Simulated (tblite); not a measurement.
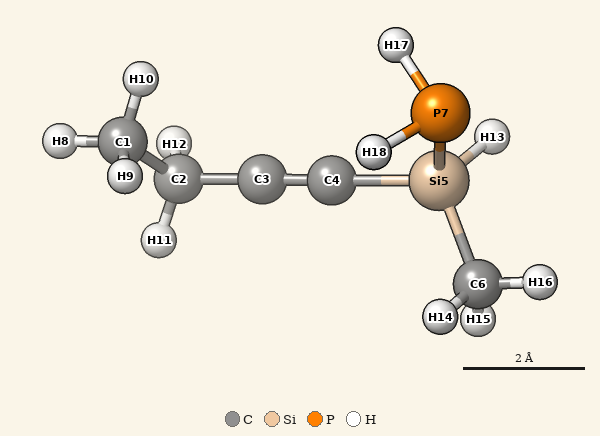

**Figure 1.** The starting structure (ball-and-stick view, seen at a tilt; atoms are numbered from 1 in the order of the input). Bond lengths as drawn: C–C 1.21 to 1.52 Å, C–H 1.08 to 1.11 Å, C–Si 1.86 to 1.87 Å, H–P 1.41 to 1.42 Å, H–Si 1.49 Å and P–Si 2.23 Å.

## C$_{5}$H$_{11}$PSi: geometry relaxation

System: C$_{5}$H$_{11}$PSi.
Method: GFN2-xTB geometry optimisation, gas phase (tblite 0.8.0).

It belongs to a series of runs on one base structure; here: H on C replaced by C2H5.

### Output
```
step      E/eV     max force
  0    -557.39506    1.338
  1    -557.44362    1.382
  2    -557.44296    2.010
  3    -557.47042    0.334
  4    -557.47701    0.239
  5    -557.48502    0.355
  6    -557.48800    0.230
  7    -557.48968    0.110
  8    -557.49069    0.122
  9    -557.49174    0.098
 10    -557.49258    0.082
 11    -557.49320    0.052
 12    -557.49363    0.067
 13    -557.49400    0.055
 14    -557.49433    0.047
 15    -557.49461    0.042
 16    -557.49483    0.032
 17    -557.49498    0.026
 18    -557.49510    0.031
 19    -557.49525    0.031
 20    -557.49545    0.045
 21    -557.49572    0.053
 22    -557.49597    0.039
 23    -557.49614    0.028
 24    -557.49625    0.026
 25    -557.49635    0.028
 26    -557.49645    0.027
 27    -557.49654    0.022
 28    -557.49663    0.026
 29    -557.49674    0.031
 30    -557.49688    0.031
 31    -557.49699    0.025
 32    -557.49706    0.015
 33    -557.49709    0.014
 34    -557.49711    0.012
 35    -557.49713    0.009
```

### Trajectory as extended XYZ (Å, eV, eV/Å), 12 of the 36 frames kept, from step=0 to step=35
```
18
Properties=species:S:1:pos:R:3:forces:R:3 step=0 energy=-557.39506
C     3.1305    0.3409    0.7380   -0.0290   0.6600   0.2290
C     2.3422   -0.9507    0.5865    0.0590  -0.3440   0.4410
C     0.9224   -0.7043    0.4052   -0.6090   0.0650  -0.1530
C    -0.2602   -0.4841    0.2361    0.4330  -0.3400   0.0620
Si   -2.0841   -0.1520    0.0077    0.7240  -0.0070   1.1250
C    -2.6820   -0.6233   -1.6853   -0.1100  -0.0970  -1.0110
P    -2.3599    2.0464    0.2702    0.2400   0.6660   0.3160
H     4.1934    0.1422    0.8871   -0.1470  -0.0450  -0.0200
H     3.0187    0.9659   -0.1529    0.0210  -0.1040   0.1390
H     2.7638    0.9221    1.6030    0.1550  -0.2740  -0.3750
H     2.7384   -1.5246   -0.2556   -0.1290   0.0110  -0.1020
H     2.4929   -1.5717    1.4933   -0.1840   0.2130  -0.2990
H    -2.8879   -0.8371    1.0536    0.1900   0.0830  -0.1210
H    -2.1156   -0.1011   -2.4696   -0.2850  -0.1680   0.2090
H    -2.5616   -1.6886   -1.8517   -0.0300  -0.0380  -0.0710
H    -3.7401   -0.3832   -1.8006    0.1610  -0.0020  -0.0790
H    -1.6254    2.1599    1.4804   -0.2210  -0.0940  -0.6720
H    -1.2943    2.4495   -0.5570   -0.2400  -0.1850   0.3830
18
Properties=species:S:1:pos:R:3:forces:R:3 step=3 energy=-557.47042
C     3.1299    0.3527    0.7417   -0.0420  -0.0810  -0.0470
C     2.3418   -0.9538    0.5941    0.0460   0.0700  -0.0540
C     0.9223   -0.7070    0.4033   -0.0560  -0.0320  -0.0150
C    -0.2570   -0.4960    0.2372    0.2240  -0.2400   0.0610
Si   -2.0638   -0.1507    0.0358    0.0150   0.1160  -0.0720
C    -2.6828   -0.6267   -1.7023    0.1030  -0.0020   0.2440
P    -2.3562    2.0691    0.2799   -0.2050   0.1320  -0.0100
H     4.1876    0.1411    0.8866   -0.0270  -0.0180   0.0040
H     3.0189    0.9640   -0.1498   -0.0130   0.0290  -0.0190
H     2.7670    0.9168    1.5953   -0.0170   0.0450   0.0430
H     2.7322   -1.5229   -0.2578   -0.1010   0.0510  -0.0020
H     2.4860   -1.5673    1.4880   -0.0940   0.0010   0.0360
H    -2.8807   -0.8349    1.0513    0.0990   0.0010   0.0540
H    -2.1228   -0.1038   -2.4690   -0.0430   0.0090  -0.1020
H    -2.5628   -1.6921   -1.8562   -0.0170  -0.0610  -0.0930
H    -3.7362   -0.3825   -1.8050    0.0350   0.0160  -0.0690
H    -1.6307    2.1574    1.4570    0.0860   0.0190  -0.1540
H    -1.3015    2.4428   -0.5418    0.0070  -0.0560   0.1950
18
Properties=species:S:1:pos:R:3:forces:R:3 step=6 energy=-557.48800
C     3.1270    0.3520    0.7400    0.0080   0.0640   0.0260
C     2.3443   -0.9509    0.5933   -0.0260  -0.0570   0.0290
C     0.9282   -0.7124    0.4029    0.0660  -0.0100   0.0130
C    -0.2514   -0.5205    0.2414   -0.2260  -0.0440  -0.0050
Si   -2.0552   -0.1387    0.0389   -0.0080   0.0240  -0.0270
C    -2.6749   -0.6285   -1.6919   -0.0010   0.0000  -0.1270
P    -2.3757    2.0860    0.2809   -0.0490  -0.0630  -0.0200
H     4.1833    0.1390    0.8866    0.0130  -0.0050  -0.0020
H     3.0175    0.9662   -0.1508   -0.0110   0.0080  -0.0050
H     2.7664    0.9189    1.5960   -0.0060   0.0000  -0.0160
H     2.7219   -1.5186   -0.2605    0.0190  -0.0210  -0.0520
H     2.4751   -1.5655    1.4895   -0.0050   0.0020   0.0080
H    -2.8669   -0.8333    1.0559    0.1110   0.0340   0.0320
H    -2.1299   -0.1055   -2.4756   -0.0070  -0.0390   0.0350
H    -2.5644   -1.6959   -1.8651    0.0160   0.0550   0.0240
H    -3.7286   -0.3814   -1.8111    0.0680  -0.0070   0.0450
H    -1.6232    2.1593    1.4367    0.0310   0.0390   0.0090
H    -1.3024    2.4362   -0.5188    0.0070   0.0190   0.0330
18
Properties=species:S:1:pos:R:3:forces:R:3 step=10 energy=-557.49258
C     3.1256    0.3538    0.7404   -0.0300  -0.0410  -0.0150
C     2.3407   -0.9534    0.5930   -0.0120   0.0300  -0.0150
C     0.9223   -0.7139    0.4026   -0.0280  -0.0170  -0.0040
C    -0.2623   -0.5384    0.2448    0.0770  -0.0270   0.0050
Si   -2.0567   -0.1345    0.0324    0.0160  -0.0250   0.0010
C    -2.6711   -0.6281   -1.6983    0.0090   0.0090   0.0280
P    -2.3830    2.0833    0.2809    0.0380   0.0230   0.0150
H     4.1828    0.1388    0.8863   -0.0310   0.0070  -0.0040
H     3.0152    0.9678   -0.1510   -0.0060  -0.0090   0.0090
H     2.7643    0.9210    1.5954   -0.0060  -0.0040  -0.0040
H     2.7207   -1.5189   -0.2653   -0.0230   0.0190   0.0430
H     2.4719   -1.5658    1.4913   -0.0030   0.0050  -0.0310
H    -2.8443   -0.8272    1.0642    0.0310   0.0020   0.0480
H    -2.1276   -0.1081   -2.4796    0.0370   0.0170  -0.0510
H    -2.5609   -1.6937   -1.8646    0.0200  -0.0310  -0.0010
H    -3.7224   -0.3806   -1.8070   -0.0390   0.0100  -0.0160
H    -1.6200    2.1662    1.4311   -0.0320   0.0070   0.0200
H    -1.3040    2.4380   -0.5081   -0.0180   0.0250  -0.0280
18
Properties=species:S:1:pos:R:3:forces:R:3 step=13 energy=-557.49400
C     3.1219    0.3521    0.7396   -0.0050   0.0320   0.0050
C     2.3375   -0.9524    0.5922    0.0160  -0.0160   0.0150
C     0.9202   -0.7169    0.4025    0.0510  -0.0190   0.0030
C    -0.2641   -0.5472    0.2456   -0.0270   0.0090  -0.0210
Si   -2.0552   -0.1359    0.0304    0.0160   0.0120   0.0220
C    -2.6691   -0.6270   -1.7011    0.0030  -0.0020  -0.0110
P    -2.3812    2.0832    0.2823   -0.0160   0.0030  -0.0120
H     4.1791    0.1392    0.8855   -0.0150  -0.0110  -0.0020
H     3.0132    0.9673   -0.1504   -0.0160   0.0010  -0.0160
H     2.7626    0.9209    1.5943   -0.0160  -0.0070   0.0030
H     2.7184   -1.5177   -0.2634   -0.0060  -0.0090  -0.0170
H     2.4706   -1.5656    1.4886   -0.0040  -0.0090   0.0060
H    -2.8309   -0.8242    1.0738    0.0060  -0.0040   0.0320
H    -2.1229   -0.1082   -2.4854   -0.0250  -0.0210   0.0230
H    -2.5569   -1.6947   -1.8638    0.0000   0.0240  -0.0070
H    -3.7228   -0.3796   -1.8068    0.0350  -0.0080  -0.0320
H    -1.6227    2.1701    1.4331   -0.0020   0.0010   0.0360
H    -1.3065    2.4428   -0.5085    0.0050   0.0240  -0.0270
18
Properties=species:S:1:pos:R:3:forces:R:3 step=16 energy=-557.49483
C     3.1186    0.3535    0.7391    0.0000  -0.0080  -0.0010
C     2.3378   -0.9532    0.5927    0.0020  -0.0200  -0.0070
C     0.9213   -0.7209    0.4024   -0.0310   0.0040  -0.0030
C    -0.2632   -0.5521    0.2438    0.0130   0.0130  -0.0140
Si   -2.0529   -0.1355    0.0319   -0.0180   0.0060   0.0040
C    -2.6671   -0.6265   -1.7017    0.0060  -0.0030   0.0230
P    -2.3809    2.0846    0.2824    0.0120  -0.0010   0.0050
H     4.1747    0.1384    0.8848    0.0110   0.0070   0.0010
H     3.0096    0.9672   -0.1520   -0.0180   0.0020  -0.0040
H     2.7589    0.9203    1.5945   -0.0190   0.0060   0.0040
H     2.7162   -1.5179   -0.2639    0.0200  -0.0130  -0.0200
H     2.4697   -1.5670    1.4880    0.0160  -0.0130   0.0240
H    -2.8217   -0.8228    1.0839    0.0120   0.0110  -0.0040
H    -2.1223   -0.1100   -2.4872    0.0090   0.0060   0.0140
H    -2.5543   -1.6934   -1.8647    0.0010  -0.0050  -0.0010
H    -3.7197   -0.3797   -1.8117    0.0060  -0.0030  -0.0130
H    -1.6255    2.1725    1.4381   -0.0120   0.0010  -0.0190
H    -1.3081    2.4490   -0.5121   -0.0110   0.0090   0.0120
18
Properties=species:S:1:pos:R:3:forces:R:3 step=19 energy=-557.49525
C     3.1167    0.3533    0.7388   -0.0110  -0.0180  -0.0020
C     2.3381   -0.9563    0.5924   -0.0040   0.0000  -0.0010
C     0.9206   -0.7230    0.4022    0.0190  -0.0130  -0.0010
C    -0.2630   -0.5520    0.2405    0.0030   0.0150  -0.0080
Si   -2.0534   -0.1344    0.0332    0.0130   0.0040  -0.0060
C    -2.6655   -0.6267   -1.7001   -0.0040  -0.0040  -0.0090
P    -2.3804    2.0850    0.2825   -0.0250   0.0100  -0.0060
H     4.1736    0.1392    0.8846   -0.0110   0.0200  -0.0010
H     3.0054    0.9669   -0.1530   -0.0090  -0.0140   0.0160
H     2.7547    0.9203    1.5943   -0.0040  -0.0150  -0.0190
H     2.7178   -1.5197   -0.2662    0.0030   0.0020   0.0220
H     2.4714   -1.5692    1.4899    0.0080   0.0050  -0.0240
H    -2.8159   -0.8208    1.0889   -0.0040   0.0040   0.0030
H    -2.1206   -0.1103   -2.4855    0.0240   0.0100   0.0160
H    -2.5528   -1.6932   -1.8649    0.0060  -0.0110   0.0100
H    -3.7173   -0.3803   -1.8157   -0.0100   0.0000   0.0040
H    -1.6281    2.1739    1.4389    0.0060   0.0030  -0.0070
H    -1.3100    2.4536   -0.5125    0.0000   0.0030   0.0140
18
Properties=species:S:1:pos:R:3:forces:R:3 step=22 energy=-557.49597
C     3.1108    0.3495    0.7379   -0.0010   0.0300   0.0010
C     2.3383   -0.9628    0.5912    0.0110   0.0100   0.0100
C     0.9207   -0.7298    0.4010    0.0330  -0.0190  -0.0090
C    -0.2602   -0.5485    0.2324   -0.0130   0.0100   0.0070
Si   -2.0523   -0.1312    0.0347    0.0180   0.0000  -0.0120
C    -2.6630   -0.6280   -1.6981   -0.0030   0.0030  -0.0280
P    -2.3843    2.0882    0.2819   -0.0310   0.0020  -0.0070
H     4.1695    0.1451    0.8840   -0.0130   0.0040  -0.0020
H     2.9947    0.9636   -0.1522   -0.0030  -0.0090  -0.0200
H     2.7450    0.9172    1.5908   -0.0080  -0.0210   0.0100
H     2.7221   -1.5235   -0.2668   -0.0080  -0.0090   0.0150
H     2.4765   -1.5731    1.4894   -0.0110  -0.0100  -0.0230
H    -2.8050   -0.8156    1.0986   -0.0100   0.0020  -0.0030
H    -2.1120   -0.1089   -2.4784    0.0090  -0.0140   0.0150
H    -2.5486   -1.6950   -1.8632    0.0070   0.0190   0.0140
H    -3.7144   -0.3814   -1.8229    0.0100  -0.0030   0.0210
H    -1.6323    2.1774    1.4377    0.0080   0.0050   0.0100
H    -1.3141    2.4631   -0.5096    0.0050  -0.0020   0.0010
18
Properties=species:S:1:pos:R:3:forces:R:3 step=25 energy=-557.49635
C     3.1078    0.3499    0.7372   -0.0040  -0.0020  -0.0050
C     2.3395   -0.9646    0.5910    0.0000  -0.0060  -0.0090
C     0.9222   -0.7344    0.3991   -0.0170   0.0060  -0.0100
C    -0.2579   -0.5460    0.2299    0.0160  -0.0010   0.0130
Si   -2.0504   -0.1297    0.0342   -0.0020   0.0040   0.0070
C    -2.6617   -0.6280   -1.6983    0.0140   0.0070   0.0230
P    -2.3884    2.0901    0.2814    0.0180  -0.0050   0.0080
H     4.1666    0.1484    0.8835    0.0030   0.0040  -0.0010
H     2.9894    0.9613   -0.1541   -0.0030   0.0060  -0.0130
H     2.7395    0.9139    1.5906   -0.0110   0.0030   0.0140
H     2.7236   -1.5262   -0.2656    0.0070  -0.0080  -0.0080
H     2.4777   -1.5762    1.4873   -0.0060  -0.0110   0.0100
H    -2.8012   -0.8128    1.1019    0.0000   0.0070  -0.0180
H    -2.1066   -0.1092   -2.4746    0.0050  -0.0040  -0.0190
H    -2.5459   -1.6946   -1.8610    0.0060  -0.0020   0.0050
H    -3.7126   -0.3821   -1.8238    0.0030   0.0040   0.0110
H    -1.6341    2.1796    1.4373   -0.0160   0.0030  -0.0050
H    -1.3161    2.4669   -0.5078   -0.0120  -0.0040  -0.0010
18
Properties=species:S:1:pos:R:3:forces:R:3 step=29 energy=-557.49674
C     3.1027    0.3496    0.7357    0.0000  -0.0110   0.0030
C     2.3408   -0.9693    0.5891    0.0010  -0.0070   0.0000
C     0.9237   -0.7391    0.3951    0.0240  -0.0030   0.0040
C    -0.2553   -0.5430    0.2298   -0.0170  -0.0030   0.0060
Si   -2.0472   -0.1262    0.0355    0.0110   0.0060   0.0000
C    -2.6566   -0.6267   -1.6956    0.0050  -0.0050  -0.0190
P    -2.3908    2.0908    0.2819   -0.0210   0.0080  -0.0060
H     4.1629    0.1540    0.8826   -0.0070   0.0050  -0.0020
H     2.9818    0.9595   -0.1576   -0.0050  -0.0050   0.0280
H     2.7305    0.9100    1.5913    0.0020  -0.0050  -0.0310
H     2.7274   -1.5314   -0.2664    0.0060   0.0040  -0.0040
H     2.4774   -1.5816    1.4862   -0.0030   0.0130  -0.0090
H    -2.7970   -0.8080    1.1024   -0.0150  -0.0080   0.0040
H    -2.0998   -0.1113   -2.4740   -0.0130  -0.0050   0.0000
H    -2.5409   -1.6939   -1.8565    0.0040   0.0020   0.0100
H    -3.7080   -0.3816   -1.8219    0.0210   0.0060   0.0050
H    -1.6396    2.1834    1.4375    0.0040   0.0060   0.0190
H    -1.3209    2.4710   -0.5068    0.0060   0.0020  -0.0100
18
Properties=species:S:1:pos:R:3:forces:R:3 step=32 energy=-557.49706
C     3.0985    0.3470    0.7345    0.0100   0.0080   0.0000
C     2.3420   -0.9742    0.5865    0.0060   0.0050   0.0000
C     0.9259   -0.7427    0.3917    0.0000  -0.0090   0.0030
C    -0.2529   -0.5415    0.2318   -0.0040  -0.0050   0.0040
Si   -2.0435   -0.1224    0.0372   -0.0090  -0.0060  -0.0050
C    -2.6506   -0.6260   -1.6939    0.0000  -0.0030  -0.0080
P    -2.3944    2.0927    0.2822   -0.0050   0.0140   0.0010
H     4.1595    0.1593    0.8817    0.0100  -0.0110   0.0030
H     2.9748    0.9577   -0.1570   -0.0070   0.0020  -0.0040
H     2.7230    0.9066    1.5882   -0.0070  -0.0010  -0.0010
H     2.7318   -1.5352   -0.2680    0.0010   0.0010  -0.0020
H     2.4765   -1.5846    1.4847    0.0070   0.0000  -0.0030
H    -2.7964   -0.8050    1.1018   -0.0100  -0.0060   0.0020
H    -2.0959   -0.1135   -2.4752    0.0010   0.0010   0.0000
H    -2.5360   -1.6936   -1.8512    0.0020  -0.0030   0.0070
H    -3.7015   -0.3799   -1.8190    0.0040   0.0020   0.0000
H    -1.6446    2.1875    1.4397   -0.0010   0.0080   0.0020
H    -1.3248    2.4741   -0.5072    0.0010   0.0050   0.0000
18
Properties=species:S:1:pos:R:3:forces:R:3 step=35 energy=-557.49713
C     3.0990    0.3472    0.7343   -0.0030  -0.0030  -0.0020
C     2.3427   -0.9743    0.5861   -0.0030   0.0000  -0.0030
C     0.9261   -0.7438    0.3915   -0.0080   0.0000   0.0010
C    -0.2530   -0.5421    0.2330    0.0030  -0.0050   0.0040
Si   -2.0439   -0.1223    0.0371   -0.0020   0.0040   0.0070
C    -2.6496   -0.6262   -1.6944    0.0010   0.0020   0.0080
P    -2.3954    2.0943    0.2824    0.0050  -0.0050   0.0010
H     4.1601    0.1589    0.8818   -0.0010  -0.0010   0.0000
H     2.9735    0.9577   -0.1571    0.0040   0.0010  -0.0040
H     2.7215    0.9061    1.5876    0.0020   0.0000   0.0040
H     2.7326   -1.5354   -0.2685    0.0010   0.0030  -0.0010
H     2.4770   -1.5848    1.4841    0.0090  -0.0010  -0.0010
H    -2.7980   -0.8055    1.1014   -0.0040  -0.0010  -0.0050
H    -2.0954   -0.1138   -2.4758    0.0060  -0.0010  -0.0030
H    -2.5351   -1.6940   -1.8497    0.0010  -0.0030  -0.0010
H    -3.7002   -0.3793   -1.8184   -0.0050  -0.0020  -0.0060
H    -1.6455    2.1891    1.4402   -0.0040   0.0070  -0.0040
H    -1.3252    2.4747   -0.5073   -0.0030   0.0040   0.0040
```

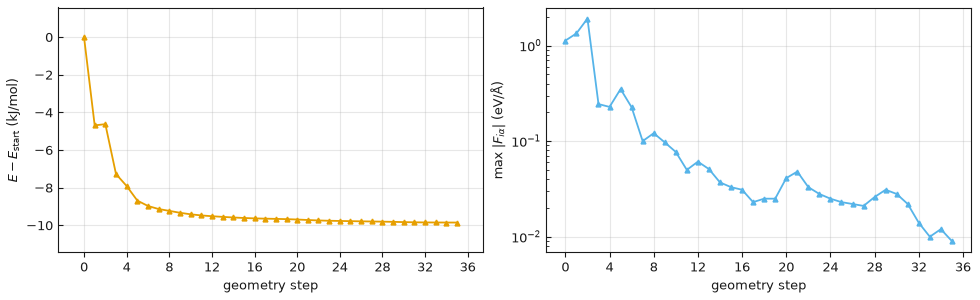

**Figure 2.** Progress of the relaxation, step by step (steps are counted from 0).

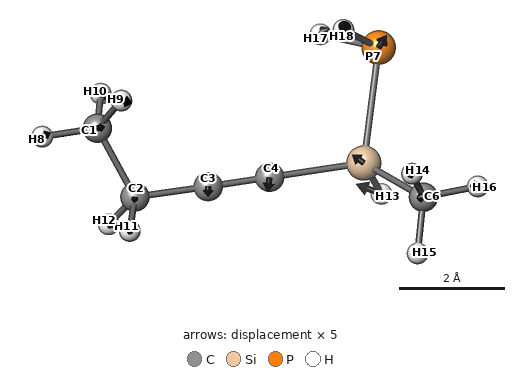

**Figure 3.** The starting structure with the displacements as black arrows, magnified 5 times (ball-and-stick view, seen at a tilt). The two geometries are laid on each other by the best rigid fit. The energy falls by 9.85 kJ/mol in 35 geometry steps. Largest force component: 1.1 eV/Å at the start, 0.009 eV/Å at the end. The atom that moves furthest after the best rigid fit is H13 (0.11 Å). Largest moves by element: H 0.11 Å, P 0.06 Å, C 0.06 Å, Si 0.06 Å. Among the contacts that change: Si5–C6 1.856 → 1.902 Å, P7–H17 1.420 → 1.383 Å, Si5–P7 2.231 → 2.258 Å, P7–H18 1.408 → 1.383 Å. Among the angles that change: C4–Si5–P7 106.3° → 111.2°, C4–Si5–H13 111.1° → 108.3°, C3–C4–Si5 179.0° → 176.2°. (Atoms are counted from 1 in the order of the input.)

The run was set up as follows.

### The input
```
{"job": {"kind": "relax", "xc": "GFN2-xTB", "basis": "xTB"}, "charge": 0, "multiplicity": 1}
C      3.130500     0.340900     0.738000
C      2.342200    -0.950700     0.586500
C      0.922400    -0.704300     0.405200
C     -0.260200    -0.484100     0.236100
Si    -2.084100    -0.152000     0.007700
C     -2.682000    -0.623300    -1.685300
P     -2.359900     2.046400     0.270200
H      4.193400     0.142200     0.887100
H      3.018700     0.965900    -0.152900
H      2.763800     0.922100     1.603000
H      2.738400    -1.524600    -0.255600
H      2.492900    -1.571700     1.493300
H     -2.887900    -0.837100     1.053600
H     -2.115600    -0.101100    -2.469600
H     -2.561600    -1.688600    -1.851700
H     -3.740100    -0.383200    -1.800600
H     -1.625400     2.159900     1.480400
H     -1.294300     2.449500    -0.557000
```

The first line tells a small driver script what to run in tblite; the rest is the geometry in Å.

Command:
```bash
OMP_NUM_THREADS=1 python <driver script> task.json out
```

### Key numbers

```json
{"quantity": "outcome", "value": "converged"}
{"quantity": "total energy", "value": "−557.4971 eV"}
{"quantity": "hardware", "value": "1 CPU thread, shared host"}
{"quantity": "peak memory", "value": "0.18 GiB"}
```
